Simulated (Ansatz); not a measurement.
**CH10N2SSi: geometry relaxation (part 1 of 2)**

System: CH10N2SSi.
Method: RKS B3LYP/6-31G* (Ansatz 0.2.0).

The input holds or restrains some coordinates. It belongs to a series of runs on one base structure; here: pulled along the bonds that form and break, towards end B. Figures and captions count atoms from 1; the log counts them from 0 in places.

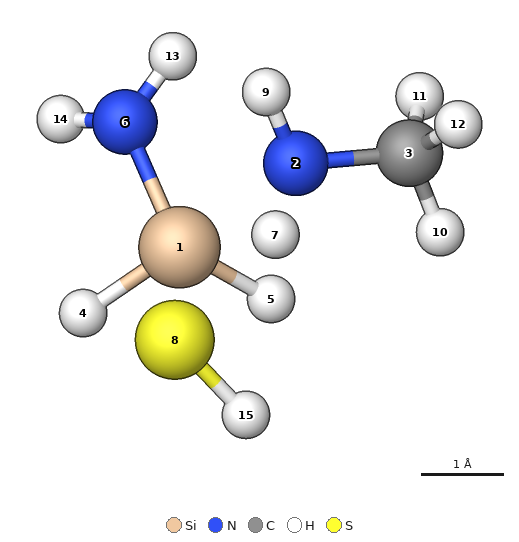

The starting structure (ball-and-stick view, seen at a tilt; atoms are numbered from 1 in the order of the input). Bond lengths as drawn: C–H 1.09 Å, C–N 1.45 Å, H–N 1.01 Å, H–S 1.32 Å, H–Si 1.46 to 1.47 Å and N–Si 1.72 Å.

### Input
```yaml
crystal:
  periodic: [false, false, false]
  atoms:
    - { symbol: Si, position_ang: [0.0309, 1.1536, -0.5632] }
    - { symbol: "N", position_ang: [0.1982, -0.684, 0.493] }
    - { symbol: C, position_ang: [-0.6933, -1.8062, 0.2928] }
    - { symbol: H, position_ang: [0.1033, 2.6022, -0.8252] }
    - { symbol: H, position_ang: [-1.3304, 0.7488, -0.9147] }
    - { symbol: "N", position_ang: [1.4696, 0.7041, -1.3921] }
    - { symbol: H, position_ang: [-0.0099, 0.0022, 1.6197] }
    - { symbol: S, position_ang: [-0.1381, 1.7723, 1.8789] }
    - { symbol: H, position_ang: [1.1605, -0.9921, 0.561] }
    - { symbol: H, position_ang: [-1.7223, -1.4503, 0.2892] }
    - { symbol: H, position_ang: [-0.496, -2.2929, -0.6666] }
    - { symbol: H, position_ang: [-0.5857, -2.5509, 1.0861] }
    - { symbol: H, position_ang: [1.6513, -0.2558, -1.6312] }
    - { symbol: H, position_ang: [1.8239, 1.3278, -2.0961] }
    - { symbol: H, position_ang: [-1.4618, 1.7211, 1.8684] }
basis:
  gaussian: { orbitals: "6-31G*" }
hamiltonian:
  xc: b3lyp
relax:
  f_tol: 0.15
  max_steps: 25
  restrain:
    - { distance: [0, 7], at: 2.16, k: 30.0 }
    - { distance: [6, 1], at: 1.02, k: 30.0 }
    - { distance: [0, 1], at: 3.12, k: 30.0 }
    - { distance: [6, 7], at: 2.66, k: 30.0 }
output:
  orbitals: {}
```

Run as:
```bash
ansatz run input.yaml --threads 2 --pin off --max-ram 3072MiB --backend cpu --events-out ev --progress --plain --runs-dir out
```

### Output
```
The last accepted step is kept in [file] (removed where the run ends without a failure and the disk answers)
Engine: ansatz 0.2.0, aarch64-unknown-linux-gnu
Functional definition: B3LYP
  parameter a0 = 0.2
  parameter ax = 0.72
  parameter ac = 0.81
  exchange = (1 - a0 - ax)*slater_x + ax*b88_x + a0*exact_x
  correlation = (1 - ac)*vwn_rpa_c + ac*lyp_c
1178 factors; integrals over basis functions are off by at most 5.9e-4 eV
mean field evaluation 1: about -22882.3655 eV, gradient 7.1e1 eV
mean field evaluation 2: about -22865.8788 eV, gradient 1.1e2 eV
mean field evaluation 4: about -22892.6145 eV, gradient 5.9e0 eV
mean field evaluation 8: about -22892.7228 eV, gradient 6.1e-1 eV
mean field evaluation 16: about -22892.7236 eV, gradient 8.4e-5 eV
mean field -22892.72363348 eV, -841.2920762850 hartree, gradient 8.4e-5 eV, S^2 0.000000; 0 other end points of the search recorded, 0 dependent functions left out
the calculation of the forces begins
reference -22892.72388880 eV, -841.2920856680 hartree; 30, 30 occupied and 73, 73 virtual orbitals, 1178 factors
relax step   1: F+E_penalty+E_count = -22892.72363348 eV  Δ(F+E_penalty+E_count) = +0.000e0 eV  max|allowed force component| = 2.341e0 eV/Å  E_restraint = 29.56887854 eV  max|allowed force component, restraints' pulls added| = 3.190e1 eV/Å  Δτ_max = 0.0000 Å  (27 SCF iters, accepted)
  distance Si 0 - S 7 = 2.5249 Å
  distance H 6 - N 1 = 1.3355 Å
  distance Si 0 - N 1 = 2.1261 Å
  distance H 6 - S 7 = 1.7936 Å
these checks for a lower state are left out or cut short: starts, cluster_reference, orbital_swaps, neighbouring_geometries, increment
1178 factors; integrals over basis functions are off by at most 5.9e-4 eV
mean field -22893.03285360 eV, -841.3034399147 hartree, gradient 1.9e-5 eV, S^2 0.000000; 0 other end points of the search recorded, 0 dependent functions left out
[... from here on the field's lines of each further geometry are left out, up to the last ...]
relax step   2: F+E_penalty+E_count = -22893.03285360 eV  Δ(F+E_penalty+E_count) = -3.092e-1 eV  max|allowed force component| = 4.332e0 eV/Å  E_restraint = 13.18866991 eV  max|allowed force component, restraints' pulls added| = 1.999e1 eV/Å  Δτ_max = 0.1978 Å  (29 SCF iters, accepted)
relax step   3: F+E_penalty+E_count = -22892.76304470 eV  Δ(F+E_penalty+E_count) = +2.698e-1 eV  max|allowed force component| = 5.965e0 eV/Å  E_restraint = 3.74317939 eV  max|allowed force component, restraints' pulls added| = 8.440e0 eV/Å  Δτ_max = 0.1947 Å  (29 SCF iters, accepted)
relax step   4: F+E_penalty+E_count = -22893.15333106 eV  Δ(F+E_penalty+E_count) = -3.903e-1 eV  max|allowed force component| = 3.978e0 eV/Å  E_restraint = 0.34787054 eV  max|allowed force component, restraints' pulls added| = 2.335e0 eV/Å  Δτ_max = 0.1947 Å  (29 SCF iters, accepted)
relax step   5: F+E_penalty+E_count = -22893.69011756 eV  Δ(F+E_penalty+E_count) = -5.368e-1 eV  max|allowed force component| = 1.200e0 eV/Å  E_restraint = 0.02066733 eV  max|allowed force component, restraints' pulls added| = 7.093e-1 eV/Å  Δτ_max = 0.1947 Å  (27 SCF iters, accepted)
relax step   6: F+E_penalty+E_count = -22893.94709013 eV  Δ(F+E_penalty+E_count) = -2.570e-1 eV  max|allowed force component| = 8.467e-1 eV/Å  E_restraint = 0.00604617 eV  max|allowed force component, restraints' pulls added| = 9.110e-1 eV/Å  Δτ_max = 0.1909 Å  (28 SCF iters, accepted)
relax step   7: F+E_penalty+E_count = -22894.07279678 eV  Δ(F+E_penalty+E_count) = -1.257e-1 eV  max|allowed force component| = 6.176e-1 eV/Å  E_restraint = 0.00391092 eV  max|allowed force component, restraints' pulls added| = 6.677e-1 eV/Å  Δτ_max = 0.2000 Å  (28 SCF iters, accepted)
relax step   8: F+E_penalty+E_count = -22894.14645530 eV  Δ(F+E_penalty+E_count) = -7.366e-2 eV  max|allowed force component| = 1.417e0 eV/Å  E_restraint = 0.00262517 eV  max|allowed force component, restraints' pulls added| = 1.393e0 eV/Å  Δτ_max = 0.1934 Å  (27 SCF iters, accepted)
relax step   9: F+E_penalty+E_count = -22894.20277321 eV  Δ(F+E_penalty+E_count) = -5.632e-2 eV  max|allowed force component| = 3.491e-1 eV/Å  E_restraint = 0.00331579 eV  max|allowed force component, restraints' pulls added| = 2.361e-1 eV/Å  Δτ_max = 0.1999 Å  (28 SCF iters, accepted)
relax step  10: F+E_penalty+E_count = -22894.19562608 eV  Δ(F+E_penalty+E_count) = +7.147e-3 eV  max|allowed force component| = 6.631e-1 eV/Å  E_restraint = 0.01112975 eV  max|allowed force component, restraints' pulls added| = 6.602e-1 eV/Å  Δτ_max = 0.1950 Å  (27 SCF iters, rejected (line search))
relax step  11: F+E_penalty+E_count = -22894.21657693 eV  Δ(F+E_penalty+E_count) = -1.380e-2 eV  max|allowed force component| = 3.989e-1 eV/Å  E_restraint = 0.00216005 eV  max|allowed force component, restraints' pulls added| = 1.186e-1 eV/Å  Δτ_max = 0.0969 Å  (28 SCF iters, accepted)
relax step  12: F+E_penalty+E_count = -22894.22327100 eV  Δ(F+E_penalty+E_count) = -6.694e-3 eV  max|allowed force component| = 3.763e-1 eV/Å  E_restraint = 0.00276266 eV  max|allowed force component, restraints' pulls added| = 1.289e-1 eV/Å  Δτ_max = 0.0981 Å  (28 SCF iters, accepted)
relax step  13: F+E_penalty+E_count = -22894.22536082 eV  Δ(F+E_penalty+E_count) = -2.090e-3 eV  max|allowed force component| = 3.908e-1 eV/Å  E_restraint = 0.00297154 eV  max|allowed force component, restraints' pulls added| = 3.632e-1 eV/Å  Δτ_max = 0.1463 Å  (27 SCF iters, accepted)
the calculation of the forces begins
reference -22894.22905716 eV, -841.3473995846 hartree; 30, 30 occupied and 73, 73 virtual orbitals, 1178 factors
relax step  14: F+E_penalty+E_count = -22894.22878544 eV  Δ(F+E_penalty+E_count) = -3.425e-3 eV  max|allowed force component| = 3.186e-1 eV/Å  E_restraint = 0.00296316 eV  max|allowed force component, restraints' pulls added| = 1.320e-1 eV/Å  Δτ_max = 0.2000 Å  (26 SCF iters, accepted)
```

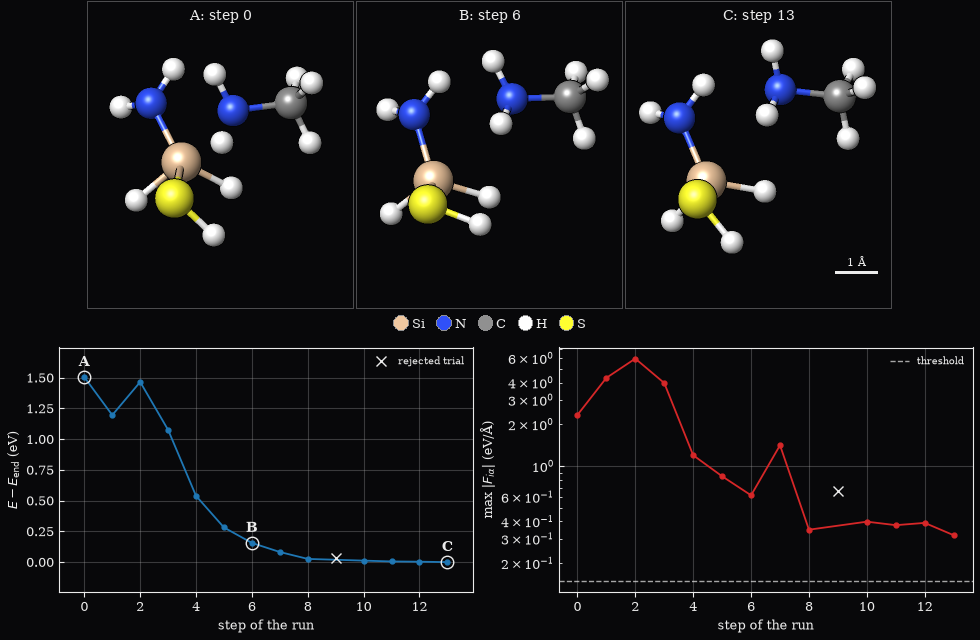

Frames of the restrained relaxation (ball-and-stick view, seen at a tilt) above the curves, on which the letters mark them (the first geometry is step 0 here and step 1 in the log).

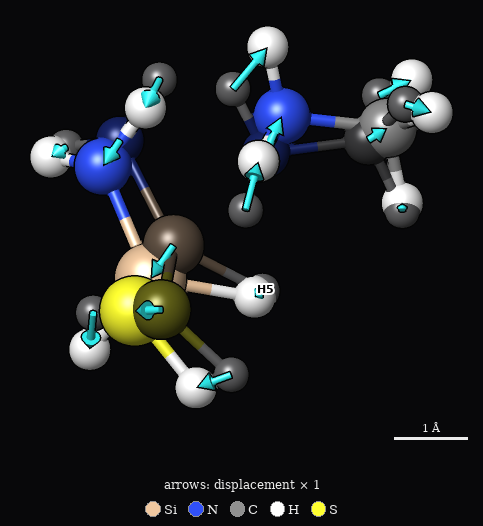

Start (faint) and end (solid) with the displacements as teal arrows, at true length (ball-and-stick view, seen at a tilt). The two geometries are laid on each other by the best rigid fit. The largest moves after the best rigid fit, 0.76 Å, are those of H7 and H9. By element the largest moves are H 0.76 Å, Si 0.57 Å, N 0.56 Å, S 0.49 Å, C 0.32 Å. Distances before and after: Si1–S8 2.525 → 2.169 Å, N2–H7 1.336 → 1.021 Å, Si1–H5 1.463 → 1.488 Å, S8–H15 1.325 → 1.348 Å. New bonds form: N2–H7 (1.34 → 1.02 Å). Among the angles that change: H4–Si1–S8 86.2° → 108.7°, N6–Si1–S8 125.9° → 109.5°, H4–Si1–N6 97.5° → 105.6°. Over 13 geometry steps the energy falls by 1.505 eV. The largest force component goes from 2.3 to 0.32 eV/Å. The line search rejected the trial step at point 9 (counted from 0) and went back. (Atoms are counted from 1 in the order of the input.)

```
  distance Si 0 - S 7 = 2.1690 Å
  distance H 6 - N 1 = 1.0211 Å
  distance Si 0 - N 1 = 3.1300 Å
  distance H 6 - S 7 = 2.6641 Å
1178 factors; integrals over basis functions are off by at most 7.7e-4 eV
mean field -22894.22878544 eV, -841.3473895992 hartree, gradient 2.5e-5 eV, S^2 0.000000; 1 other end points of the search recorded, 0 dependent functions left out
the calculation of the forces begins
reference -22894.22905716 eV, -841.3473995846 hartree; 30, 30 occupied and 73, 73 virtual orbitals, 1178 factors
Total energy: -22894.22905716 eV, -841.3473995846 hartree
Atom 0 at    -0.080293     1.705140    -0.613129 Å, force    -0.109272     0.237913    -0.318560 eV/Å
Atom 1 at     0.397309    -1.199798     0.449852 Å, force     0.083046    -0.215211     0.106350 eV/Å
Atom 2 at    -0.753703    -2.109488     0.364456 Å, force    -0.002365     0.056080    -0.028770 eV/Å
Atom 3 at    -0.278339     3.007205    -1.308040 Å, force    -0.012422     0.005719    -0.003911 eV/Å
Atom 4 at    -1.295385     0.876219    -0.838387 Å, force     0.010795    -0.000440    -0.003759 eV/Å
Atom 5 at     1.418153     1.106823    -1.175528 Å, force     0.016472    -0.027851    -0.024693 eV/Å
Atom 6 at     0.283339    -0.569029     1.244663 Å, force     0.007690    -0.056782    -0.009338 eV/Å
Atom 7 at     0.041018     2.069497     1.521580 Å, force     0.136020     0.075689     0.276326 eV/Å
Atom 8 at     1.241328    -1.739976     0.646737 Å, force    -0.043366     0.015697     0.009711 eV/Å
Atom 9 at    -1.661026    -1.519560     0.196523 Å, force     0.019727    -0.006887    -0.003794 eV/Å
Atom 10 at    -0.629542    -2.770909    -0.499659 Å, force    -0.000589    -0.015528     0.021128 eV/Å
Atom 11 at    -0.915157    -2.733453     1.257809 Å, force    -0.000435    -0.020094    -0.009917 eV/Å
Atom 12 at     1.600436     0.119067    -1.050395 Å, force     0.019095    -0.017031    -0.039313 eV/Å
Atom 13 at     1.914663     1.554615    -1.933475 Å, force    -0.001239    -0.033723     0.021300 eV/Å
Atom 14 at    -1.282601     2.203548     1.736994 Å, force    -0.123158     0.002447     0.007240 eV/Å
Dipole moment:    -0.037387    -0.490991    -0.160902 e Å
```

### Trajectory as extended XYZ (Å, eV, eV/Å), 14 frames, from step=1 to step=14
```
15
Properties=species:S:1:pos:R:3:forces:R:3 step=1 energy=-22892.72363
Si    0.0309    1.1536   -0.5632    0.2366  -0.3006   1.3738
N     0.1982   -0.6840    0.4930   -0.3670   1.9313   2.2819
C    -0.6933   -1.8062    0.2928   -0.1469  -0.2650  -0.1621
H     0.1033    2.6022   -0.8252   -0.0383   0.3670  -0.3008
H    -1.3304    0.7488   -0.9147   -0.5120  -0.1031  -0.2552
N     1.4696    0.7041   -1.3921   -0.0473  -0.1130  -0.1236
H    -0.0099    0.0022    1.6197    0.4937  -1.3789  -2.3414
S    -0.1381    1.7723    1.8789    0.6980   0.1679  -0.1503
H     1.1605   -0.9921    0.5610    0.3899  -0.0934  -0.0014
H    -1.7223   -1.4503    0.2892   -0.1931   0.0199  -0.0234
H    -0.4960   -2.2929   -0.6666   -0.0654  -0.1243  -0.1367
H    -0.5857   -2.5509    1.0861   -0.0419  -0.1178   0.0723
H     1.6513   -0.2558   -1.6312    0.1607  -0.3348  -0.0173
H     1.8239    1.3278   -2.0961    0.1884   0.3295  -0.2180
H    -1.4618    1.7211    1.8684   -0.7552   0.0154   0.0021
15
Properties=species:S:1:pos:R:3:forces:R:3 step=2 energy=-22893.03285
Si    0.0191    1.3042   -0.5628    0.1659  -3.1681   1.7539
N     0.2061   -0.7975    0.6170   -0.3547   4.3316   1.5465
C    -0.7023   -1.8303    0.2955   -0.3264  -0.9969   0.5783
H     0.1043    2.6401   -0.8355    0.1205   2.7272  -1.1219
H    -1.3298    0.7552   -0.9144    0.1298   0.2056  -0.0414
N     1.4569    0.7161   -1.3893   -0.5642   0.0241   0.2865
H     0.0101   -0.1874    1.5671    0.6134  -2.0840  -2.4205
S    -0.1400    1.9197    1.8034    0.3370   0.0294  -0.6496
H     1.1794   -1.0105    0.5662    0.7775  -0.5117   0.1767
H    -1.7240   -1.4501    0.2898   -0.1328   0.0373  -0.0306
H    -0.4954   -2.2946   -0.6698    0.0900   0.0104  -0.1456
H    -0.5908   -2.5615    1.0875   -0.6046  -0.9853   0.0281
H     1.6452   -0.2546   -1.6251   -0.1755   0.1572   0.2142
H     1.8282    1.3289   -2.0979    0.1891   0.2538  -0.1489
H    -1.4667    1.7220    1.8684   -0.2650  -0.0305  -0.0256
15
Properties=species:S:1:pos:R:3:forces:R:3 step=3 energy=-22892.76304
Si    0.0022    1.4565   -0.5568    0.1313  -5.9649   1.5615
N     0.2188   -0.9151    0.7355    1.3682   2.8782  -1.8096
C    -0.7108   -1.8605    0.3099   -0.4967  -1.3190   0.4915
H     0.1085    2.7210   -0.8695    0.3524   4.5534  -1.9143
H    -1.3188    0.7647   -0.9119    0.5520   0.6350   0.1395
N     1.4375    0.7263   -1.3790   -0.8537   0.8408   0.3958
H     0.0328   -0.3793    1.5432   -0.1746   0.2791   1.1695
S    -0.1438    2.0443    1.6941   -0.2244  -0.1672  -0.4299
H     1.1998   -1.0266    0.5712    0.3507  -0.4415   0.0807
H    -1.7241   -1.4495    0.2903   -0.0634   0.0140  -0.0105
H    -0.4919   -2.2916   -0.6699    0.1225   0.0458  -0.0339
H    -0.6116   -2.5955    1.0880   -1.1050  -1.7003  -0.0191
H     1.6353   -0.2465   -1.6164   -0.4642   0.3147   0.3979
H     1.8297    1.3313   -2.0959    0.0764   0.0364   0.1297
H    -1.4634    1.7203    1.8672    0.4284  -0.0046  -0.1489
15
Properties=species:S:1:pos:R:3:forces:R:3 step=4 energy=-22893.15333
Si   -0.0119    1.5757   -0.5715    0.2939  -3.9781   0.3163
N     0.2680   -1.0418    0.8245    0.5660   2.0566  -0.8272
C    -0.7168   -1.9317    0.3357   -0.0421  -0.5821   0.4894
H     0.1197    2.8764   -0.9862    0.1882   2.3355  -1.4490
H    -1.2923    0.8190   -0.9045    0.3914   0.6517   0.1032
N     1.4002    0.7728   -1.3583   -0.6229   0.7647   0.2669
H     0.0638   -0.4948    1.6352    0.1031   0.0394   0.4342
S    -0.1505    2.1326    1.5630   -0.4405  -0.1081   0.4730
H     1.2376   -1.0735    0.5724    0.1209  -0.3313   0.0278
H    -1.7109   -1.4576    0.2930    0.1416  -0.0919   0.0628
H    -0.4893   -2.3006   -0.6695    0.1004  -0.0823   0.0818
H    -0.6978   -2.7266    1.0725   -1.0132  -1.2171  -0.3236
H     1.5887   -0.2095   -1.5753   -0.5629   0.4282   0.4937
H     1.8284    1.3461   -2.0814    0.0418   0.0850   0.1921
H    -1.4366    1.7133    1.8503    0.7343   0.0296  -0.3416
```
